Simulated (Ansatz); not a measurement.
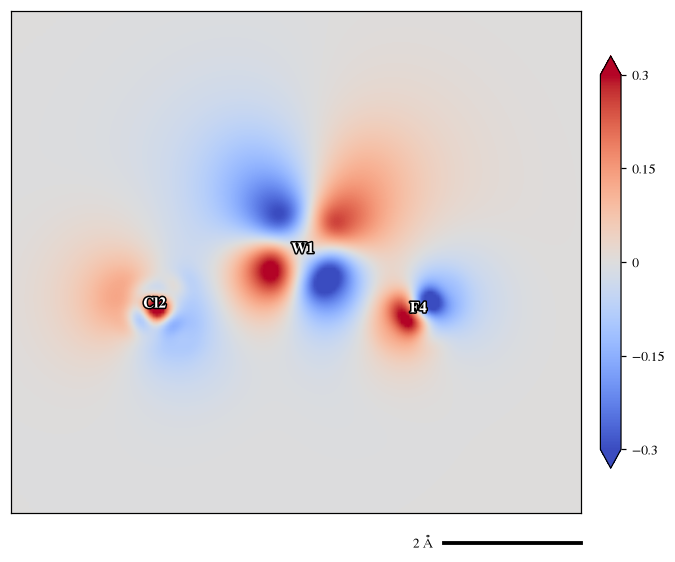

Figure. ClFH₄W. The LUMO on the plane of atoms Cl2, W1 and F4 (values in Å⁻³ᐟ²; the overall sign is arbitrary).

Core potentials replace the inner electrons of W.

Level of theory: Ansatz, RKS revPBE/def2-SVP.

```yaml
atoms:
  - { symbol: W, position_ang: [0.0532, 0.3552, 0.4575] }
  - { symbol: Cl, position_ang: [0.6838, -0.4089, 2.5361] }
  - { symbol: H, position_ang: [1.4528, -0.0648, -0.3474] }
  - { symbol: F, position_ang: [0.1334, 2.0661, -0.3613] }
  - { symbol: H, position_ang: [-1.3796, -0.3839, -0.0522] }
  - { symbol: H, position_ang: [0.2749, -1.2859, 0.1319] }
  - { symbol: H, position_ang: [0.0029, -0.1477, -1.1433] }
```

Q: Where does this orbital lie, and at what energy?

A: It lies mainly on W1 (about 70 %), Cl2 (about 15 %) and F4 (about 10 %). Its energy is −4.37 eV.
